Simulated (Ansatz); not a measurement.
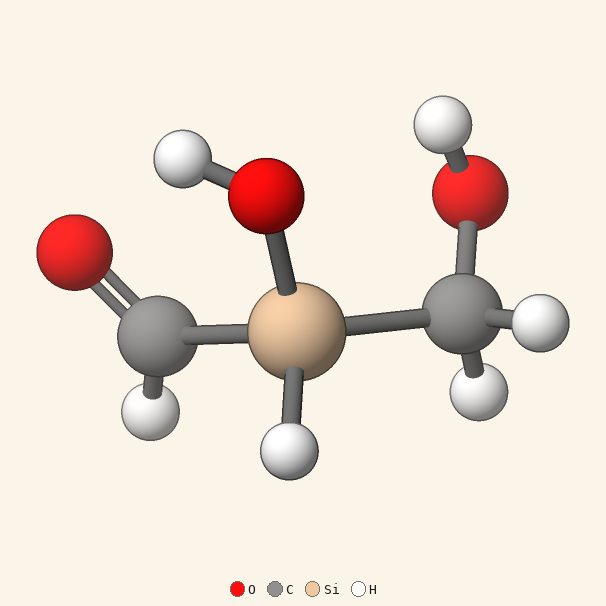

The computed structure is the end point of a PBE0-D4/def2-TZVP optimisation. No frequency run is at hand to confirm it as a minimum. Program: Ansatz 0.2.0.

At this fixed geometry, give dipole (D), HOMO–LUMO gap (eV) at these levels: B3LYP-D4/def2-TZVPP; PBE-D4/def2-TZVPP; r2SCAN-D4/def2-TZVPP; ωB97M-V/def2-TZVPP.

```json
{"level": "B3LYP-D4/def2-TZVPP", "dipole (D)": "1.81", "HOMO–LUMO gap (eV)": "4.99"}
{"level": "PBE-D4/def2-TZVPP", "dipole (D)": "1.55", "HOMO–LUMO gap (eV)": "2.83"}
{"level": "r2SCAN-D4/def2-TZVPP", "dipole (D)": "1.66", "HOMO–LUMO gap (eV)": "3.28"}
{"level": "ωB97M-V/def2-TZVPP", "dipole (D)": "1.81", "HOMO–LUMO gap (eV)": "10.06"}
```
